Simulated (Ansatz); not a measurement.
**H₂OSSn (SMILES O[S]#[SnH]): density, localisation and related maps**

Input

```
crystal:
  periodic: [false, false, false]
  atoms:
    - {symbol: O, position_ang: [-2.823187, -0.341039, 0.985001]}
    - {symbol: S, position_ang: [-2.480101, 0.483453, -0.477555]}
    - {symbol: Sn, position_ang: [-3.072713, -1.211533, -2.134441]}
    - {symbol: H, position_ang: [-1.980921, -0.388703, 1.462537]}
    - {symbol: H, position_ang: [-2.686878, 0.070107, -3.332692]}
basis:
  gaussian:
    orbitals: def2-TZVPD
output:
  forces: true
  orbitals: {seedname: orbitals}
hamiltonian:
  xc: pbe0
```

Command:

```sh
ansatz run input.yaml --threads 1 --pin off --max-ram 2610MiB --events-out events.jsonl --progress --plain --runs-dir runs
```

Geometry: B3LYP-D3(BJ)/def2-SVP; core potentials replace the inner electrons of Sn.

These are results of isolated molecule in a Gaussian basis; Kohn-Sham density functional theory, functional PBE0 in Ansatz, not measurements.

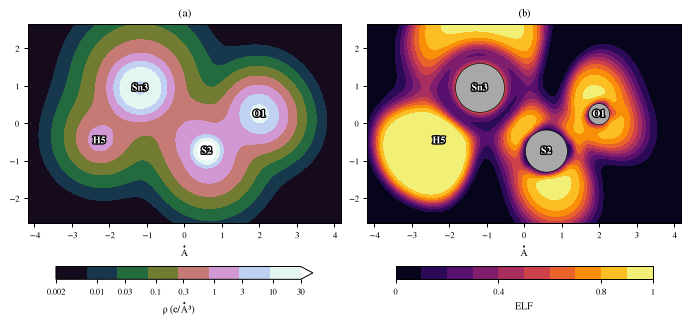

Figure 1. (a) electron density; (b) electron localisation function on the plane of atoms O1, S2 and Sn3. Grey discs cover the atomic cores in the ELF map.

Read the bonding off the picture.

The plane passes through O, S, Sn and H nuclei. S–O (1.71 Å): ρ at the midpoint is about 1.3 e/Å³; the ELF peaks at about 0.80 between the atoms; a polar covalent bond. Sn–S (2.44 Å): ρ at the midpoint is about 0.56 e/Å³; the ELF peaks at about 0.90 in the valence shell of S, 0.9 Å from its nucleus, and drops to about 0.20 between the two atoms. Sn–H (1.80 Å): ρ is about 0.94 e/Å³ halfway; the ELF climbs to about 1 towards the hydrogen. The ELF also peaks beside S2 and O1, away from the bonds: lone-pair regions.

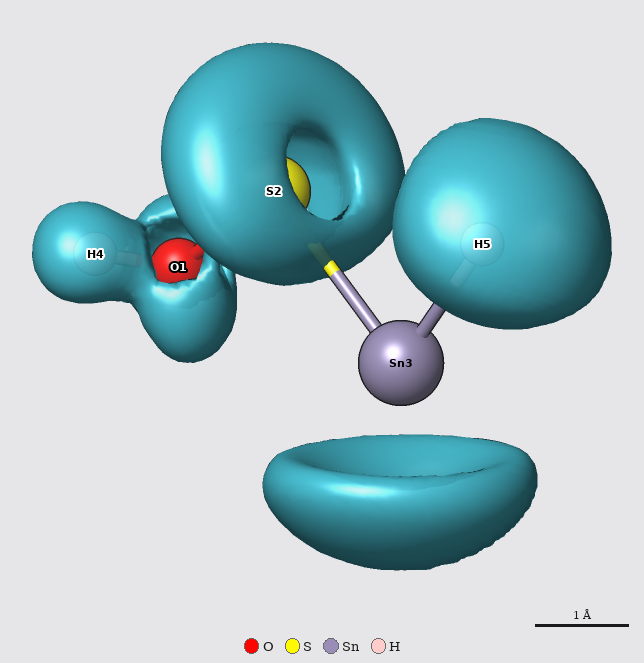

Figure 2. Isosurface of the ELF at 0.8 (cyan), seen at a tilt. Only the valence region is drawn (cores and ρ < 0.01 e/Å³ removed).

What do the ELF domains correspond to?

At this value the surface marks out one region around a hydrogen nucleus, one lobe on Sn, pointing away from the bonds (lone pairs), one region wrapped around S (its valence shell) and one joined region spread over several atoms (H, O), in which their bonds and any lone pairs are merged.

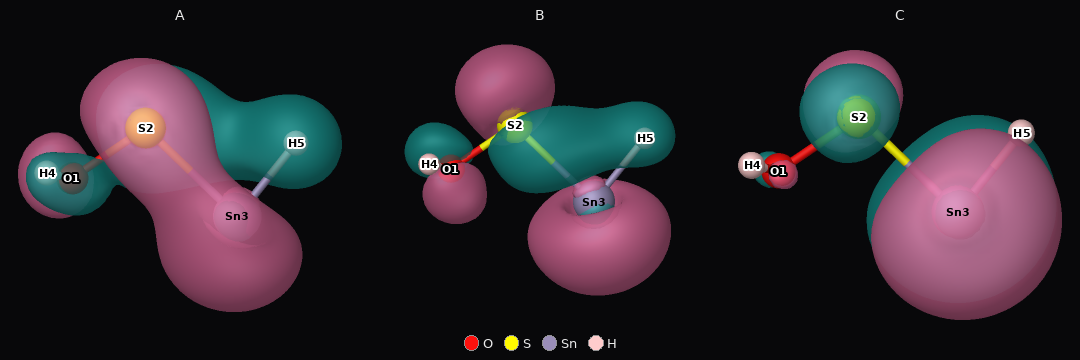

Figure 3. Three frontier orbitals at ±0.08 Å⁻³ᐟ² (teal and pink are the two phases), in no order.

Order the three orbitals by energy and name them.

A is the HOMO−1 (−7.20 eV). It lies mainly on S2 (about 55 %), Sn3 (about 30 %), O1 (about 10 %) and H5 (about 5 %). B is the HOMO (−6.82 eV). Its weight (Hirshfeld) is mainly on Sn3 (about 40 %), S2 (about 40 %) and O1 (about 15 %). C is the LUMO (−2.72 eV). It lies mainly on Sn3 (about 85 %) and S2 (about 15 %).

What is the HOMO–LUMO gap?

4.10 eV between the orbital energies.
